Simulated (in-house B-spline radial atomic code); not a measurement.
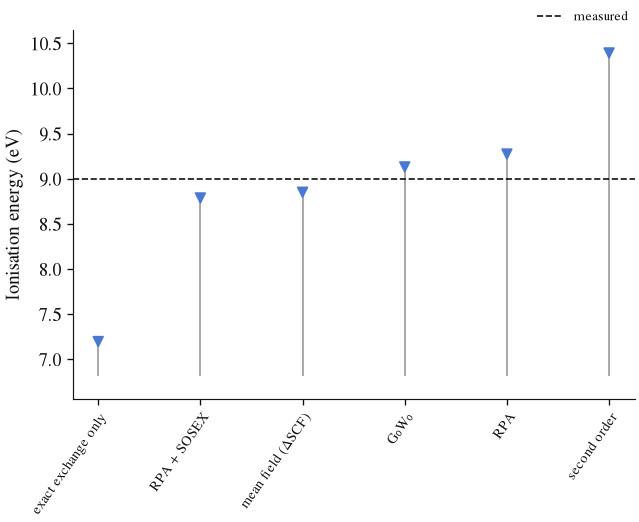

The ionisation energy of an atom or ion with the configuration [Kr] 4d¹⁰ 5s² by several methods. All-electron spherical atom, scalar X2C, r2SCAN start, no spin-orbit coupling, Breit or QED terms; computed with a B-spline radial code. Differences of total energies, each species on its own start, beside the G₀W₀ level.

**Name the element and charge.**

Neutral cadmium. The values run from 7.20 eV (exact exchange only) to 10.39 eV (second order). The measured value is 8.99 eV; nearest to it come G₀W₀ (+0.14) and mean field (ΔSCF) (−0.14), furthest exact exchange only (−1.80 eV).
